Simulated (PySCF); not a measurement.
## Excited-state calculation, with input and output: C2H9GeN

The run: excited-state calculation of C2H9GeN (GeH2Me(NHMe)), SMILES [H][Ge]([H])([CH3])[NH]C. Method and program: TDDFT B3LYP/def2-SVPD, vertical, gas phase, core orbitals frozen in the response (PySCF 2.14.0).

The geometry comes from this level: PBE0-D3(BJ)/def2-SVP. It belongs to a series of runs on one base structure; here: one ligand: Cl to NHMe.

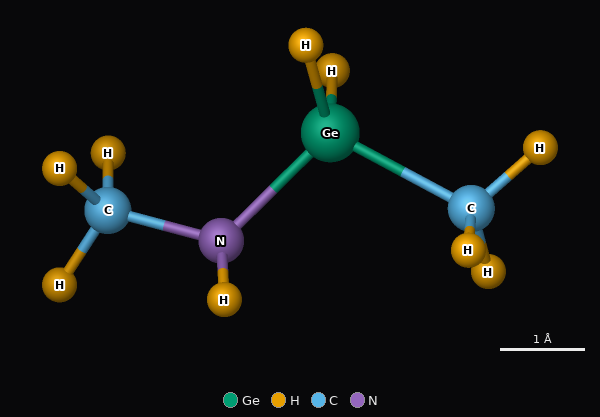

**Figure 1.** The structure (ball-and-stick view, seen at a tilt). Sticks mark near contacts.

**Input file**
```
{"job": {"kind": "uv", "xc": "B3LYP", "basis": "def2-SVPD", "ip": true, "nstates": 15}, "charge": 0, "multiplicity": 1}
Ge     0.574590     0.598872     0.271478
H      0.782727     0.519414     1.798466
H      1.976286     0.584707    -0.402276
C     -0.390590     2.205814    -0.252400
H      0.156804     3.102051     0.073901
H     -1.389617     2.215022     0.205927
H     -0.502804     2.252553    -1.345761
N     -0.465785    -0.847338    -0.177946
C     -0.043160    -2.187380     0.153369
H     -0.864097    -0.787252    -1.110527
H      0.791890    -2.585332    -0.460361
H      0.287256    -2.225501     1.204513
H     -0.882872    -2.897732     0.063807
```

The first line tells a small driver script what to run in PySCF; the rest is the geometry in Å.

Command:
```bash
OMP_NUM_THREADS=1 python <driver script> task.json out
```

**The program's output**
```
coarse grid: 45144 points
cycle   1  E = -2213.0112797841  dE = -5.564e-01  |g| = 6.262e-01  |ddm| = 4.307e+00
cycle   2  E = -2212.9265858431  dE =  8.469e-02  |g| = 8.878e-01  |ddm| = 2.174e+00
cycle   3  E = -2213.0804064496  dE = -1.538e-01  |g| = 1.158e-01  |ddm| = 1.405e+00
cycle   4  E = -2213.0832136690  dE = -2.807e-03  |g| = 2.802e-02  |ddm| = 1.980e-01
cycle   5  E = -2213.0833713120  dE = -1.576e-04  |g| = 6.260e-03  |ddm| = 3.940e-02
cycle   6  E = -2213.0833821245  dE = -1.081e-05  |g| = 1.983e-03  |ddm| = 1.104e-02
cycle   7  E = -2213.0833829576  dE = -8.332e-07  |g| = 3.346e-04  |ddm| = 2.815e-03
final grid: 94800 points
cycle   8  E = -2213.0834029026  dE = -4.131e-08  |g| = 3.876e-04  |ddm| = 5.824e-03
cycle   9  E = -2213.0834028825  dE =  2.017e-08  |g| = 4.904e-04  |ddm| = 1.003e-03
cycle  10  E = -2213.0834029390  dE = -5.653e-08  |g| = 3.884e-05  |ddm| = 5.210e-04
cycle  11  E = -2213.0834029393  dE = -3.524e-10  |g| = 1.146e-05  |ddm| = 6.456e-05
```

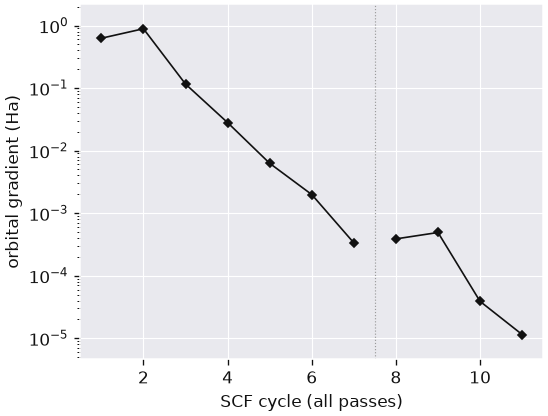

**Figure 2.** Convergence of the self-consistent field: orbital gradient against the SCF cycle. The dotted line marks the change from a coarse to the final integration grid. The first 7 cycles use a coarse grid, the final grid takes over at cycle 8, and the field converges after 11 cycles in all.

```
converged SCF energy = -2213.0834029393

Static polarisability (au): isotropic 67.409, principal 59.302 63.919 79.005

Singlet excitations
state   eV       nm        f      main configurations
  1   5.5261    224.4   0.00167   H->L 0.75, H->L+1 0.22
  2   5.8282    212.7   0.01266   H->L+1 0.76, H->L 0.22
  3   6.2447    198.5   0.04874   H->L+2 0.96
  4   6.6743    185.8   0.00693   H->L+3 0.94
  5   7.0335    176.3   0.00472   H->L+4 0.94
  6   7.3872    167.8   0.01007   H->L+5 0.85, H->L+6 0.08
  7   7.6354    162.4   0.05627   H->L+6 0.87, H->L+5 0.08
  8   7.7883    159.2   0.07341   H->L+7 0.97
  9   7.9544    155.9   0.01226   H-1->L 0.96
 10   8.1038    153.0   0.01949   H->L+8 0.77, H-1->L+1 0.10
 11   8.1364    152.4   0.05398   H-1->L+1 0.70, H->L+8 0.16
 12   8.2013    151.2   0.01608   H->L+9 0.73, H-1->L+1 0.11
 13   8.2997    149.4   0.04077   H-2->L 0.96
 14   8.3511    148.5   0.01481   H-2->L+1 0.87
 15   8.5301    145.3   0.01753   H->L+10 0.76, H->L+11 0.08

Triplet excitations (Tamm-Dancoff, eV): 5.2816 5.6831 5.9813 6.5336
Vertical ionisation energy (delta-SCF) = 8.5973 eV
```

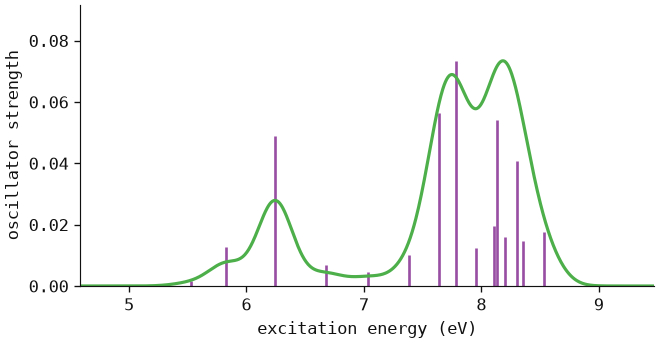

**Figure 3.** Computed excitations as sticks (degenerate states added up, dark ones marked on the axis), with a Gaussian envelope of 0.35 eV full width at half maximum, scaled to the tallest. Of the 15 states the lowest lies at 5.53 eV (f = 0.002); the strongest line is at 7.79 eV, or 159 nm (f = 0.073).

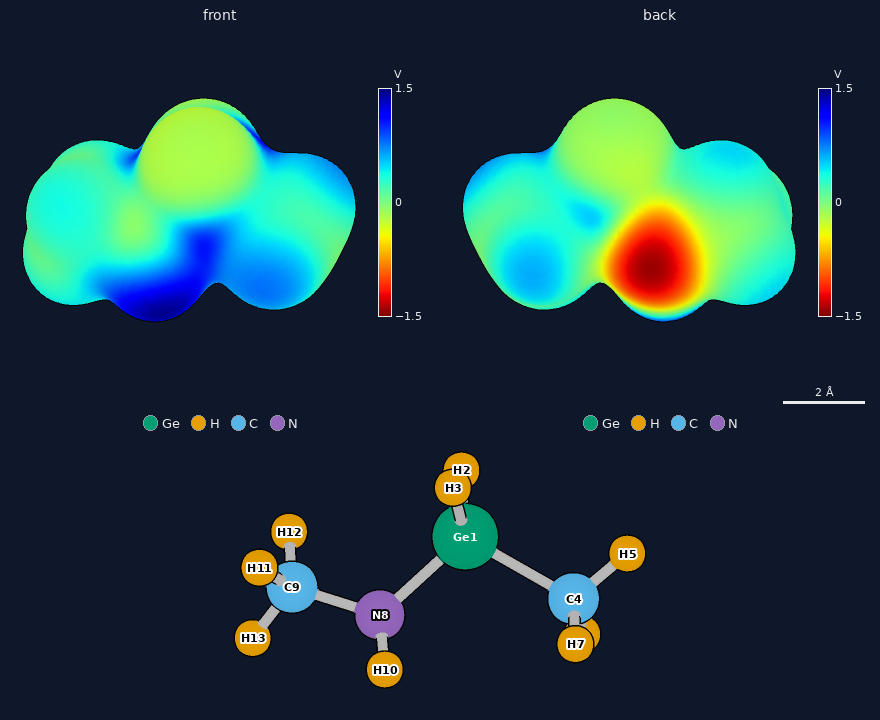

**Figure 4.** The electrostatic potential painted on the density surface at 0.002 e/bohr³, seen face on and from behind; the colour scale runs from red (negative) to blue (positive). The bare structure is drawn below in the same view.

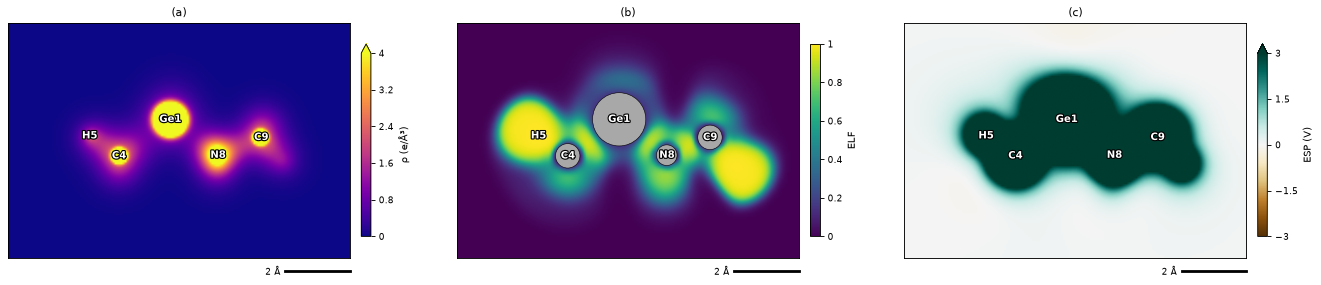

**Figure 5.** (a) total electron density; (b) ELF; (c) molecular electrostatic potential on the plane of atoms C4, Ge1 and N8. Grey discs, where drawn, cover atomic cores. The section cuts through Ge, C, H and N sites. C–Ge (1.95 Å): ρ at the midpoint is about 0.9 e/Å³; the ELF peaks at about 0.95 in the valence shell of C, 0.7 Å from its nucleus, and is about 0.70 at the midpoint. The potential has no marked negative region in this plane.

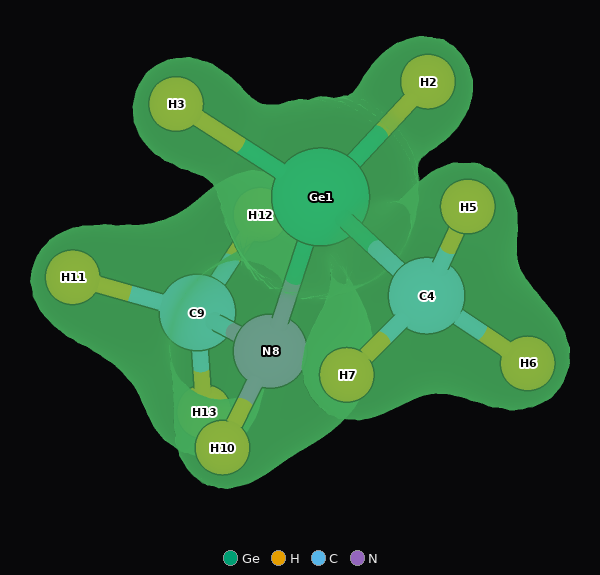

**Figure 6.** Isosurface of the total electron density at 0.6 e/Å³ (green), seen at an oblique angle. At this value the surface is in one piece. On the grid the lowest density along these lines, outside the cores, is 1.8 e/Å³ (C–N, 1.44 Å), 0.94 e/Å³ (Ge–N, 1.84 Å), 0.88 e/Å³ (C–Ge, 1.95 Å) and 2.2 e/Å³ (N–H, 1.02 Å).

**Key numbers**

```csv
quantity,value
outcome,converged
total energy,−2213.083403 hartree
HOMO,−6.28 eV
LUMO,0.29 eV
dipole moment,0.82 D
mean polarisability,67.41 a.u.
vertical ionisation energy,8.60 eV
lowest singlet excitation,5.53 eV
hardware,"1 CPU thread, shared host"
wall time,82 s
peak memory,0.79 GiB
```

**Remarks**

Spin–orbit coupling is left out, which matters for the heavy atoms.
